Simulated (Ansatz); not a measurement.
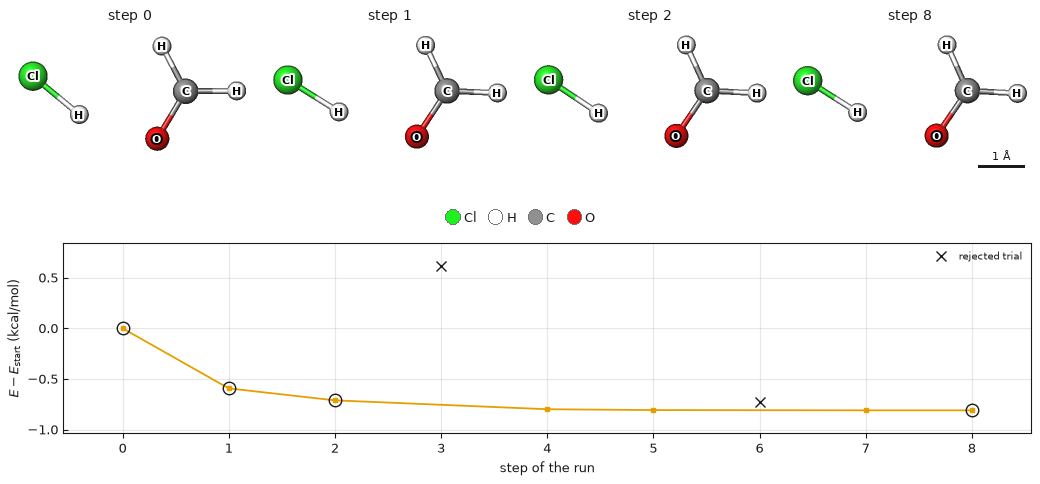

Frames of a relaxation of CH3ClO, marked on the history of the run. The picture is a ball-and-stick view, seen face on.

These are results of Ansatz, RKS PBE0-D4/def2-TZVP, not measurements.

The input:
```yaml
crystal:
  periodic: [false, false, false]
  atoms:
    - {symbol: Cl, position_ang: [0.449970, 0.039266, -2.394318]}
    - {symbol: H, position_ang: [-0.424646, -0.059280, -1.403112]}
    - {symbol: C, position_ang: [0.002730, 0.006182, 0.954847]}
    - {symbol: O, position_ang: [-1.012276, -0.121183, 0.296297]}
    - {symbol: H, position_ang: [-0.025360, 0.006127, 2.079185]}
    - {symbol: H, position_ang: [1.009583, 0.128888, 0.467001]}
basis:
  gaussian: {orbitals: def2-TZVP}
hamiltonian: {xc: pbe0, dispersion: d4}
relax: {f_tol: 0.005, max_steps: 200}
```

Launched with:
```bash
ansatz run in.yaml --threads 2 --pin off --events-out ev --progress --plain --max-ram 5222MiB
```

### Describe the path.

The largest move after the best rigid fit is that of Cl1, 0.15 Å. Largest moves by element: Cl 0.15 Å, H 0.12 Å, O 0.07 Å, C 0.04 Å. Near-neighbour distances that change, for instance: C3–H5 1.125 → 1.104 Å, Cl1–H2 1.326 → 1.305 Å, C3–H6 1.126 → 1.105 Å, C3–O4 1.217 → 1.201 Å. After 6 accepted moves (8 points after the start) the energy has fallen by 0.81 kcal/mol. Largest force component: 1.1 eV/Å at the start, 0.00073 eV/Å at the end. The line search rejected the trial steps at points 3, 6 of the run. Cost: 13 s on 2 threads of Arm Neoverse V2, with other jobs on the host. From step 0 to 1: Cl1 moves most (0.14 Å), energy −0.59 kcal/mol. From step 1 to 2: H2 moves most (0.03 Å), energy −0.12 kcal/mol. From step 2 to 8: Cl1 moves most (0.03 Å), energy −0.10 kcal/mol.
